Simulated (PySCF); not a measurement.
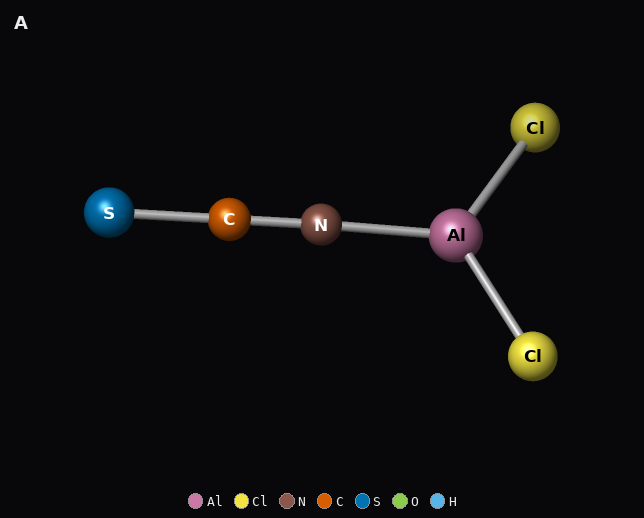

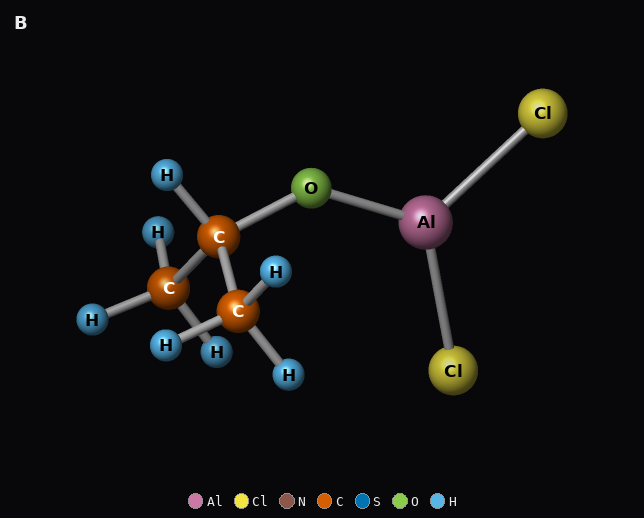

Two related species, optimised with PBE0-D3(BJ)/def2-SVP; properties computed with PySCF 2.14.0. Both: charge 0, singlet.

> Identify both.

A is AlCl2(NCS), B is AlCl2(OiPr).

Compare them. With PBE0/pcSseg-1 (pcSseg-2 on Al): dipole moment (D), HOMO–LUMO gap (eV), HOMO energy (Kohn–Sham orbital) (eV), shielding of Al (ppm), Hirshfeld charge of Al (e), IAO charge of Al (e). With ωB97X-D/def2-SVPD: lowest vertical singlet excitation (eV), mean static polarisability (bohr³). With PBE0-D3(BJ)/def2-SVP: mean Al–Cl length (Å).

```
                               quantity      A      B
                      dipole moment (D)   0.47   2.32
                     HOMO–LUMO gap (eV)   6.02   7.67
   HOMO energy (Kohn–Sham orbital) (eV)  −7.89  −8.50
                  shielding of Al (ppm)  447.8  440.1
             Hirshfeld charge of Al (e)   0.59   0.57
                   IAO charge of Al (e)   1.10   1.10
lowest vertical singlet excitation (eV)   4.65   6.69
     mean static polarisability (bohr³)   91.8   88.2
                  mean Al–Cl length (Å)  2.076  2.085
```

Each is one conformer, and no frequency run is at hand to confirm it as a minimum.
